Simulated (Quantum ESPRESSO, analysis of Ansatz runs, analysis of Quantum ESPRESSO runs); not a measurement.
# Reproducing a measured local vibrational mode: Be on a Cd site in CdTe (Quantum ESPRESSO)

How near does this set-up come to the measured local vibrational mode? Subject: Be on a Cd site in CdTe. Set-up: PBE, GBRV 1.5 PBE, 32-site cell, PBE lattice, k: 2x2x2 shifted, the defect atoms alone displaced. The model is a cell of 32 host atoms with 1 Cd taken out and 1 Be put in. The frequencies come from the force constants of the defect atoms alone, with every neighbour held at rest.

Measured beforehand: Threefold local mode of Be: 390 cm⁻¹ at 300 K, by near-resonant Raman scattering (“Vibrational and mechanical properties of the highly mismatched (Cd,Be)Te semiconductor alloy : Experiment and ab initio calculations”, 2023, arxiv:2303.01780). The calculation is set beside it at the end.

Main program and level: Quantum ESPRESSO 7.5; Quantum ESPRESSO plane-wave DFT, PBE, GBRV 1.5 PBE potentials; relaxation of all atoms of a defect supercell.

## (1) The starting structure

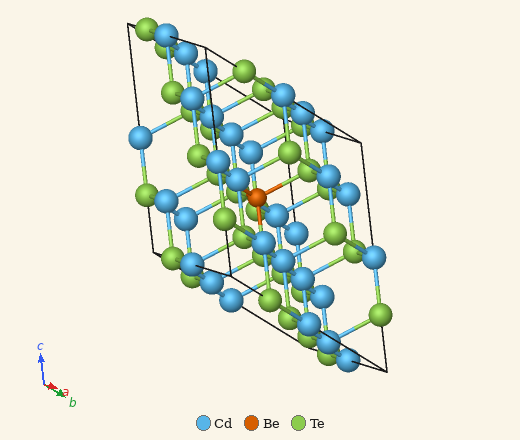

The cell as given, slightly off an axis (cadmium blue, beryllium orange, tellurium green). Some periodic images of atoms are drawn too.

The cell holds 32 atoms: 15 Cd, 1 Be and 16 Te. Cell: a = 11.483 Å, b = 11.483 Å, c = 11.483 Å, α = 109.5°, β = 109.5°, γ = 109.5°. It derives from CdTe (space group F-43m). Nearest the centre at fractional (0.250, 0.500, 0.250): Be7 at 0.00 Å, Te22 at 2.87 Å, Te28 at 2.87 Å, Te23 at 2.87 Å, Te19 at 2.87 Å, Cd12 at 4.69 Å, Cd1 at 4.69 Å, Cd11 at 4.69 Å.

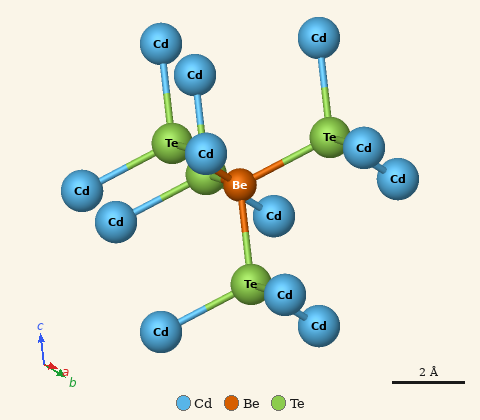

The atoms within 5 Å of the centre.

The host's primitive cell comes from a first run (Quantum ESPRESSO plane-wave DFT, PBE, GBRV 1.5 PBE potentials; relaxation of cell and atoms of a defect-free cell): vectors of 4.688, 4.688 and 4.688 Å. That is 36.43 Å³ an atom, 7.1 % over the diffraction cell's volume. The supercell is built on it.

## (2) Relaxation, charge 0

Every later number rests on the structure around the defect, so the atoms are relaxed at the host's lattice first.

pw.in reads:

```
&CONTROL
  calculation = 'relax'
  prefix = 'pwscf'
  outdir = './tmp'
  pseudo_dir = './pseudo'
  tprnfor = .true.
  disk_io = 'low'
  nstep = 70
  forc_conv_thr = 0.00039
  etot_conv_thr = 0.0001
/
&SYSTEM
  ibrav = 0
  nat = 32
  ntyp = 3
  ecutwfc = 45
  ecutrho = 360
  nbnd = 144
  occupations = 'smearing'
  smearing = 'fd'
  degauss = 0.00073499
/
&ELECTRONS
  conv_thr = 3d-08
  electron_maxstep = 100
  mixing_beta = 0.5
/
&IONS
  ion_dynamics = 'bfgs'
/
ATOMIC_SPECIES
Cd   112.4140 cd_pbe_v1.uspp.F.UPF
Be     9.0122 be_pbe_v1.4.uspp.F.UPF
Te   127.6000 te_pbe_v1.uspp.F.UPF
CELL_PARAMETERS angstrom
  -6.6299189394    6.6299189394   -6.6299189394
   6.6299189394    6.6299189394    6.6299189394
   6.6299189394   -6.6299189394   -6.6299189394
ATOMIC_POSITIONS crystal
Cd     0.0000000000    0.0000000000    0.0000000000
Cd     0.0000000000    0.2500000000    0.7500000000
Cd     0.0000000000    0.5000000000    0.5000000000
Cd     0.0000000000    0.7500000000    0.2500000000
Cd     0.2500000000    0.0000000000    0.7500000000
Cd     0.2500000000    0.2500000000    0.5000000000
Be     0.2500000000    0.5000000000    0.2500000000
Cd     0.2500000000    0.7500000000    0.0000000000
Cd     0.5000000000    0.0000000000    0.5000000000
Cd     0.5000000000    0.2500000000    0.2500000000
Cd     0.5000000000    0.5000000000    0.0000000000
Cd     0.5000000000    0.7500000000    0.7500000000
Cd     0.7500000000    0.0000000000    0.2500000000
Cd     0.7500000000    0.2500000000    0.0000000000
Cd     0.7500000000    0.5000000000    0.7500000000
Cd     0.7500000000    0.7500000000    0.5000000000
Te     0.0000000000    0.0000000000    0.7500000000
Te     0.0000000000    0.2500000000    0.5000000000
Te     0.0000000000    0.5000000000    0.2500000000
Te     0.0000000000    0.7500000000    0.0000000000
Te     0.2500000000    0.0000000000    0.5000000000
Te     0.2500000000    0.2500000000    0.2500000000
Te     0.2500000000    0.5000000000    0.0000000000
Te     0.2500000000    0.7500000000    0.7500000000
Te     0.5000000000    0.0000000000    0.2500000000
Te     0.5000000000    0.2500000000    0.0000000000
Te     0.5000000000    0.5000000000    0.7500000000
Te     0.5000000000    0.7500000000    0.5000000000
Te     0.7500000000    0.0000000000    0.0000000000
Te     0.7500000000    0.2500000000    0.7500000000
Te     0.7500000000    0.5000000000    0.5000000000
Te     0.7500000000    0.7500000000    0.2500000000
K_POINTS automatic
2 2 2 1 1 1
```

Run with:

```bash
$ OMP_NUM_THREADS=1 mpirun -n 4 pw.x -nk 2 -in pw.in > pw.out
```

The log of the run:

```text
This program is part of the open-source Quantum ESPRESSO suite
     for quantum simulation of materials; please cite
         "P. Giannozzi et al., J. Phys.:Condens. Matter 21 395502 (2009);
         "P. Giannozzi et al., J. Phys.:Condens. Matter 29 465901 (2017);
         "P. Giannozzi et al., J. Chem. Phys. 152 154105 (2020);
          URL
     in publications or presentations arising from this work. More details at

     Message from routine setup:
     using ibrav=0 with symmetry is DISCOURAGED, use correct ibrav instead

     K-points division:     npool     =       2
     Subspace diagonalization in iterative solution of the eigenvalue problem:
     a serial algorithm will be used

     --------------------
     sticks:   dense  smooth     PW     G-vecs:    dense   smooth      PW
     Min        6356    3181    842               453441   160536   22057
     Max        6357    3182    843               453442   160537   22058
     Sum       12713    6363   1685               906883   321073   44115

     Using Slab Decomposition

     bravais-lattice index     =            0
     lattice parameter (alat)  =      21.7004  a.u.
     unit-cell volume          =    7866.4946 (a.u.)^3
     number of atoms/cell      =           32
     number of atomic types    =            3
     number of electrons       =       280.00
     number of Kohn-Sham states=          144
     kinetic-energy cutoff     =      45.0000  Ry
     charge density cutoff     =     360.0000  Ry
     scf convergence threshold =      3.0E-08
     mixing beta               =       0.5000
     number of iterations used =            8  plain     mixing
     energy convergence thresh.=      1.0E-04
     force convergence thresh. =      3.9E-04
     Exchange-correlation= SLA  PW   PBE  PBE
                           (   1   4   3   4   0   0   0)
     nstep                     =           70

     celldm(1)=  21.700399  celldm(2)=   0.000000  celldm(3)=   0.000000
     celldm(4)=   0.000000  celldm(5)=   0.000000  celldm(6)=   0.000000

     crystal axes: (cart. coord. in units of alat)
               a(1) = (  -0.577350   0.577350  -0.577350 )
               a(2) = (   0.577350   0.577350   0.577350 )
               a(3) = (   0.577350  -0.577350  -0.577350 )

     reciprocal axes: (cart. coord. in units 2 pi/alat)
               b(1) = (  0.000000  0.866025 -0.866025 )
               b(2) = (  0.866025  0.866025 -0.000000 )
               b(3) = (  0.866025  0.000000 -0.866025 )

     PseudoPot. # 1 for Cd read from file:
     cd_pbe_v1.uspp.F.UPF
     Pseudo is Ultrasoft + core correction, Zval = 12.0
     Generated by new atomic code, or converted to UPF format
     Using radial grid of  889 points,  6 beta functions with:
                l(1) =   0
                l(2) =   0
                l(3) =   1
                l(4) =   1
                l(5) =   2
                l(6) =   2
     Q(r) pseudized with  6 coefficients,  rinner =    1.000   1.000   1.000
                                                       1.000   1.000

     PseudoPot. # 2 for Be read from file:
     be_pbe_v1.4.uspp.F.UPF
     Pseudo is Ultrasoft, Zval =  4.0
     Generated by new atomic code, or converted to UPF format
     Using radial grid of  769 points,  6 beta functions with:
                l(1) =   0
                l(2) =   0
                l(3) =   0
                l(4) =   1
                l(5) =   1
                l(6) =   2
     Q(r) pseudized with 10 coefficients,  rinner =    1.000   1.000   1.000
                                                       1.000   1.000

     PseudoPot. # 3 for Te read from file:
     te_pbe_v1.uspp.F.UPF
     Pseudo is Ultrasoft + core correction, Zval =  6.0
     Generated by new atomic code, or converted to UPF format
     Using radial grid of  891 points,  5 beta functions with:
                l(1) =   0
                l(2) =   0
                l(3) =   1
                l(4) =   1
                l(5) =   2
     Q(r) pseudized with  6 coefficients,  rinner =    1.800   1.800   1.800
                                                       1.800   1.800

     atomic species   valence    mass     pseudopotential
     Cd               12.00   112.41400     Cd( 1.00)
     Be                4.00     9.01220     Be( 1.00)
     Te                6.00   127.60000     Te( 1.00)

     24 Sym. Ops. (no inversion) found (22 have fractional translation)

   Cartesian axes

     site n.     atom                  positions (alat units)
         1        Cd     tau(   1) = (   0.0000000   0.0000000   0.0000000  )
         2        Cd     tau(   2) = (   0.5773503  -0.2886751  -0.2886751  )
         3        Cd     tau(   3) = (   0.5773503   0.0000000   0.0000000  )
         4        Cd     tau(   4) = (   0.5773503   0.2886751   0.2886751  )
         5        Cd     tau(   5) = (   0.2886751  -0.2886751  -0.5773503  )
         6        Cd     tau(   6) = (   0.2886751   0.0000000  -0.2886751  )
         7        Be     tau(   7) = (   0.2886751   0.2886751   0.0000000  )
         8        Cd     tau(   8) = (   0.2886751   0.5773503   0.2886751  )
         9        Cd     tau(   9) = (   0.0000000   0.0000000  -0.5773503  )
        10        Cd     tau(  10) = (   0.0000000   0.2886751  -0.2886751  )
        11        Cd     tau(  11) = (   0.0000000   0.5773503   0.0000000  )
        12        Cd     tau(  12) = (   0.5773503   0.2886751  -0.2886751  )
        13        Cd     tau(  13) = (  -0.2886751   0.2886751  -0.5773503  )
        14        Cd     tau(  14) = (  -0.2886751   0.5773503  -0.2886751  )
        15        Cd     tau(  15) = (   0.2886751   0.2886751  -0.5773503  )
        16        Cd     tau(  16) = (   0.2886751   0.5773503  -0.2886751  )
        17        Te     tau(  17) = (   0.4330127  -0.4330127  -0.4330127  )
        18        Te     tau(  18) = (   0.4330127  -0.1443376  -0.1443376  )
        19        Te     tau(  19) = (   0.4330127   0.1443376   0.1443376  )
        20        Te     tau(  20) = (   0.4330127   0.4330127   0.4330127  )
        21        Te     tau(  21) = (   0.1443376  -0.1443376  -0.4330127  )
        22        Te     tau(  22) = (   0.1443376   0.1443376  -0.1443376  )
        23        Te     tau(  23) = (   0.1443376   0.4330127   0.1443376  )
        24        Te     tau(  24) = (   0.7216878   0.1443376  -0.1443376  )
        25        Te     tau(  25) = (  -0.1443376   0.1443376  -0.4330127  )
        26        Te     tau(  26) = (  -0.1443376   0.4330127  -0.1443376  )
        27        Te     tau(  27) = (   0.4330127   0.1443376  -0.4330127  )
[...]
atom    6 type  1   force =    -0.00023785    0.00012044    0.00012044
     atom    7 type  2   force =    -0.00000000   -0.00000000    0.00000000
     atom    8 type  1   force =    -0.00023785   -0.00012044   -0.00012044
     atom    9 type  1   force =    -0.00012044   -0.00012044   -0.00023785
     atom   10 type  1   force =     0.00012044   -0.00023785    0.00012044
     atom   11 type  1   force =     0.00012044   -0.00012044    0.00023785
     atom   12 type  1   force =    -0.00012044    0.00023785    0.00012044
     atom   13 type  1   force =     0.00000000    0.00000000   -0.00000000
     atom   14 type  1   force =     0.00023785    0.00012044   -0.00012044
     atom   15 type  1   force =     0.00000000    0.00000000    0.00000000
     atom   16 type  1   force =     0.00023785   -0.00012044    0.00012044
[...]
Total force =     0.003741     Total SCF correction =     0.000036
     Energy error            =      1.1E-04 Ry
     Gradient error          =      7.6E-04 Ry/Bohr

     number of scf cycles    =  20
     number of bfgs steps    =  19

     energy             old  =   -2174.1299690015 Ry
     energy             new  =   -2174.1300791849 Ry

     CASE: energy            _new < energy            _old

     new trust radius        =       0.0049631661 bohr
     new conv_thr            =       0.0000000003 Ry

ATOMIC_POSITIONS (crystal)
Cd               0.0042523042        0.0105029445        0.0042523042
Cd               0.0042523042        0.2542523042        0.7605029445
Cd               0.0062506403        0.5000000000        0.4957476958
Cd               0.0062506403        0.7457476958        0.2500000000
Cd               0.2500000000        0.0000000000        0.7500000000
Cd               0.2500000000        0.2562506403        0.4957476958
Be               0.2500000000        0.5000000000        0.2500000000
Cd               0.2500000000        0.7457476958        0.0062506403
Cd               0.4937493597       -0.0105029445        0.4937493597
Cd               0.4957476958        0.2562506403        0.2500000000
Cd               0.4957476958        0.5000000000        0.0062506403
Cd               0.4937493597        0.7437493597        0.7394970555
Cd               0.7500000000        0.0000000000        0.2500000000
Cd               0.7605029445        0.2542523042        0.0042523042
Cd               0.7500000000        0.5000000000        0.7500000000
Cd               0.7394970555        0.7437493597        0.4937493597
[...]
NEW-OLD atomic charge density approx. for the potential

     negative rho (up, down):  3.311E-01 0.000E+00

     Self-consistent Calculation

     iteration #  1     ecut=    45.00 Ry     beta= 0.50
     Davidson diagonalization with overlap
     ethr =  1.00E-06,  avg # of iterations =  2.0

     Threshold (ethr) on eigenvalues was too large:
     Diagonalizing with lowered threshold

     Davidson diagonalization with overlap
     ethr =  1.34E-08,  avg # of iterations =  6.0

     negative rho (up, down):  3.311E-01 0.000E+00

     total energy              =   -2174.13011180 Ry
     estimated scf accuracy    <       0.00000272 Ry

     iteration #  2     ecut=    45.00 Ry     beta= 0.50
     Davidson diagonalization with overlap
     ethr =  9.70E-10,  avg # of iterations =  4.0

     negative rho (up, down):  3.311E-01 0.000E+00

     total energy              =   -2174.13011310 Ry
     estimated scf accuracy    <       0.00000108 Ry

     iteration #  3     ecut=    45.00 Ry     beta= 0.50
     Davidson diagonalization with overlap
     ethr =  3.84E-10,  avg # of iterations =  3.0

     negative rho (up, down):  3.311E-01 0.000E+00

     total energy              =   -2174.13011341 Ry
     estimated scf accuracy    <       0.00000027 Ry

     iteration #  4     ecut=    45.00 Ry     beta= 0.50
     Davidson diagonalization with overlap
     ethr =  9.80E-11,  avg # of iterations =  2.5

     negative rho (up, down):  3.311E-01 0.000E+00

     total energy              =   -2174.13011346 Ry
     estimated scf accuracy    <       0.00000003 Ry

     iteration #  5     ecut=    45.00 Ry     beta= 0.50
     Davidson diagonalization with overlap
     ethr =  1.03E-11,  avg # of iterations =  4.0

     negative rho (up, down):  3.311E-01 0.000E+00

     total energy              =   -2174.13011347 Ry
     estimated scf accuracy    <          2.8E-09 Ry

     iteration #  6     ecut=    45.00 Ry     beta= 0.50
     Davidson diagonalization with overlap
     ethr =  1.00E-12,  avg # of iterations =  5.0

     negative rho (up, down):  3.311E-01 0.000E+00

     End of self-consistent calculation

          k = 0.4330 0.4330-0.4330 ( 40140 PWs)   bands (ev):

[...]
k = 0.0000 0.4330 0.0000 ( 40119 PWs)   bands (ev):

[...]
-3.5342  -3.4432  -3.4176  -3.4176  -3.3835  -3.3581  -3.2785  -3.2735
    -3.2735  -3.2240  -3.2028  -3.2028   0.1349   0.3382   0.3671   0.3671
     0.3678   0.4126   0.4653   0.5101   0.5190   0.5190   0.6476   1.2380
     1.2380   1.2806   1.3736   1.8691   1.9341   1.9341   2.0149   2.2329
     2.3570   2.3666   2.3666   2.6637   2.6815   2.6815   2.8011   2.8428
     2.8428   2.9052   2.9165   2.9247   2.9247   2.9616   2.9616   2.9669
     2.9701   3.0063   3.4021   3.4021   3.4144   3.4363   3.5345   3.5345
     3.5496   3.5910   3.8631   3.8631   5.9714   6.3778   6.5201   6.5201

     the Fermi energy is     5.0079 ev

!    total energy              =   -2174.13011348 Ry
     estimated scf accuracy    <          3.0E-10 Ry
     smearing contrib. (-TS)   =       0.00000000 Ry
     internal energy E=F+TS    =   -2174.13011348 Ry

     The total energy is F=E-TS. E is the sum of the following terms:
     one-electron contribution =    -769.77655237 Ry
     hartree contribution      =     564.26922707 Ry
     xc contribution           =    -826.13028120 Ry
     ewald contribution        =   -1142.49250698 Ry

     convergence has been achieved in   6 iterations

     negative rho (up, down):  3.311E-01 0.000E+00

     Forces acting on atoms (cartesian axes, Ry/au):

[...]
atom   25 type  3   force =    -0.00028450    0.00019794   -0.00028450
     atom   26 type  3   force =    -0.00019794   -0.00028450    0.00028450
     atom   27 type  3   force =    -0.00028450    0.00028450   -0.00019794
     atom   28 type  3   force =    -0.00038223   -0.00038223    0.00038223
     atom   29 type  3   force =     0.00028450   -0.00019794   -0.00028450
     atom   30 type  3   force =     0.00028450    0.00028450    0.00019794
     atom   31 type  3   force =     0.00028450   -0.00028450   -0.00019794
     atom   32 type  3   force =     0.00028450    0.00019794    0.00028450

     Total force =     0.002126     Total SCF correction =     0.000060
     Energy error            =      3.4E-05 Ry
     Gradient error          =      3.8E-04 Ry/Bohr

     bfgs converged in  21 scf cycles and  20 bfgs steps
     (criteria: energy <  1.0E-04 Ry, force <  3.9E-04 Ry/Bohr)

     End of BFGS Geometry Optimization

     Final energy             =   -2174.1301134784 Ry

     File ./tmp/pwscf.bfgs deleted, as requested
Begin final coordinates

ATOMIC_POSITIONS (crystal)
[...]
Te               0.4990626986        0.0039244236        0.2500000000
Te               0.5048617250        0.2509373014        0.0009373014
Te               0.4990626986        0.5000000000        0.7539244236
Te               0.4717541442        0.7217541442        0.4717541442
Te               0.7460755764       -0.0039244236       -0.0048617250
Te               0.7460755764        0.2451382750        0.7460755764
Te               0.7539244236        0.5000000000        0.4990626986
Te               0.7539244236        0.7490626986        0.2500000000
End final coordinates

=------------------------------------------------------------------------------=
   JOB DONE.
=------------------------------------------------------------------------------=
```

The job ended after 72 min (4 MPI ranks of Arm Neoverse V1, shared host; peak memory 4.7 GiB).

Step by step:

| step | energy less that of the first step (eV) |
| --- | --- |
| 0 | 0.0000 |
| 1 | -0.1051 |
| 2 | -0.2131 |
| 3 | -0.3599 |
| 4 | -0.5435 |
| 5 | -0.7258 |
| 6 | -0.7815 |
| 7 | -0.7949 |
| 8 | -0.8177 |
| 9 | -0.8424 |
| 10 | -0.8635 |
| 11 | -0.8680 |
| 12 | -0.8688 |
| 13 | -0.8703 |
| 14 | -0.8722 |
| 15 | -0.8742 |
| 16 | -0.8760 |
| 17 | -0.8770 |
| 18 | -0.8783 |
| 19 | -0.8798 |
| 20 | -0.8803 |

The atoms that moved most (Å):

| atom | dx | dy | dz | length |
| --- | --- | --- | --- | --- |
| Te19 | -0.187 | 0.187 | -0.187 | 0.324 |
| Te23 | 0.187 | -0.187 | -0.187 | 0.324 |
| Te28 | -0.187 | -0.187 | 0.187 | 0.324 |
| Te22 | 0.187 | 0.187 | 0.187 | 0.324 |
| Cd1 | 0.070 | 0.070 | 0.013 | 0.099 |
| Cd9 | -0.070 | -0.070 | 0.013 | 0.099 |
| Cd3 | -0.070 | 0.070 | -0.013 | 0.099 |
| Cd4 | -0.070 | 0.013 | -0.070 | 0.099 |

The relaxed structure:

```
CELL_PARAMETERS angstrom
-6.62992 6.62992 -6.62992
6.62992 6.62992 6.62992
6.62992 -6.62992 -6.62992
ATOMIC_POSITIONS crystal
Cd 0.00425 0.01050 0.00425
Cd 0.00425 0.25425 0.76050
Cd 0.00625 0.50000 0.49575
Cd 0.00625 0.74575 0.25000
Cd 0.25000 0.00000 0.75000
Cd 0.25000 0.25625 0.49575
Be 0.25000 0.50000 0.25000
Cd 0.25000 0.74575 0.00625
Cd 0.49375 0.98950 0.49375
Cd 0.49575 0.25625 0.25000
Cd 0.49575 0.50000 0.00625
Cd 0.49375 0.74375 0.73950
Cd 0.75000 0.00000 0.25000
Cd 0.76050 0.25425 0.00425
Cd 0.75000 0.50000 0.75000
Cd 0.73950 0.74375 0.49375
Te 0.99514 0.99608 0.74608
Te 0.00094 0.25094 0.50486
Te 0.02825 0.50000 0.25000
Te 0.00094 0.75486 0.00094
Te 0.25000 0.00392 0.49906
Te 0.25000 0.27825 0.25000
Te 0.25000 0.50000 0.02825
Te 0.25000 0.74906 0.75392
Te 0.49906 0.00392 0.25000
Te 0.50486 0.25094 0.00094
Te 0.49906 0.50000 0.75392
Te 0.47175 0.72175 0.47175
Te 0.74608 0.99608 0.99514
Te 0.74608 0.24514 0.74608
Te 0.75392 0.50000 0.49906
Te 0.75392 0.74906 0.25000
```

Neighbours of Be7 at the end:

| atom | distance (Å) |
| --- | --- |
| Te28 | 2.546 |
| Te23 | 2.546 |
| Te22 | 2.546 |
| Te19 | 2.546 |
| Cd2 | 4.590 |
| Cd1 | 4.590 |
| Cd3 | 4.590 |
| Cd4 | 4.590 |
| Cd6 | 4.590 |
| Cd8 | 4.590 |
| Cd9 | 4.590 |
| Cd10 | 4.590 |
| Cd11 | 4.590 |
| Cd12 | 4.590 |
| Cd16 | 4.590 |
| Cd14 | 4.590 |

First to last step the energy falls by 0.880 eV; the largest move, 0.32 Å, is that of Te19 and 3 other atoms alike.

(Part 1 of 2 ends here.)

[Logs are printed without paths, hosts, clocks, repeated set-up lines and the standing remarks that a program may print on its own settings, such as how far it seeks lower states.]

[Hosts, paths, dates, database ids (printed as entryN), source tags and the programs' standing remarks are cut or masked in the printed files.]

[For some hosts the program warned that the k-mesh of the response run may be too coarse for force constants and the static dielectric constant; such warnings are not shown here.]
